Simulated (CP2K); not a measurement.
Band structure of NbC (Fm-3m, 2 atoms in the cell).

```xyz
2
Lattice="3.1485 0.0000 0.0000 1.5742 2.7267 0.0000 1.5742 0.9089 2.5707" Properties=species:S:1:pos:R:3 pbc="T T T"
Nb     0.0000     0.0000     0.0000
C      3.1485     1.8178     1.2854
```

Computed with PBE, GPW, DZVP-MOLOPT-PBE-GTH basis, GTH-PBE potentials (POTENTIAL_UZH) run with CP2K 2026.2.

Settings: CUTOFF = 500 Ry; REL_CUTOFF = 60 Ry; SMEAR/METHOD = GAUSSIAN; SIGMA = 0.1 eV; KPOINTS/SCHEME = MONKHORST-PACK 10 10 10; GAMMA_CENTERED = T; XC_FUNCTIONAL = PBE; Nb/BASIS_SET = DZVP-MOLOPT-PBE-GTH-q13; Nb/POTENTIAL = GTH-PBE-q13; C/BASIS_SET = DZVP-MOLOPT-PBE-GTH-q4; C/POTENTIAL = GTH-PBE-q4; METHOD = GPW; EPS_DEFAULT = 1e-10; EXTRAPOLATION = USE_GUESS.

The starting cell comes from a database of computed structures (which also holds hypothetical and non-ambient phases and stackings), without a prior relaxation at this level. Its lattice was rescaled by a random factor within 2.5 % of one. Spin polarisation is off. Values carry the incompleteness of an atom-centred basis.

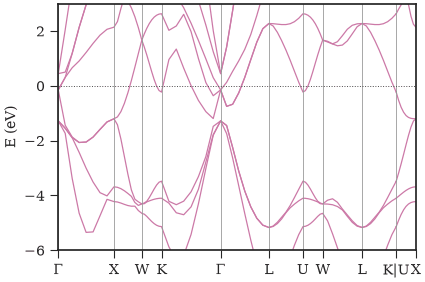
Bands along the path, energies from the Fermi level.

Levels in eV from the Fermi level, bands 5 to 10:
```csv
point,5,6,7,8,9,10
Γ,-13.41,-1.28,-1.28,-1.28,-0.15,-0.15
X,-12.15,-4.22,-3.68,-1.20,-1.20,2.14
W,-11.29,-4.65,-4.31,-4.31,1.67,1.67
K,-11.39,-5.14,-4.10,-3.48,-0.23,2.63
L,-9.64,-7.58,-5.17,-5.17,2.27,2.27
U,-11.39,-5.14,-4.10,-3.48,-0.23,2.63
```

Bands cross the Fermi level along this path, so the cell is metallic at this level.

Higher empty bands are left out: an atom-centred basis made for the valence describes them poorly.
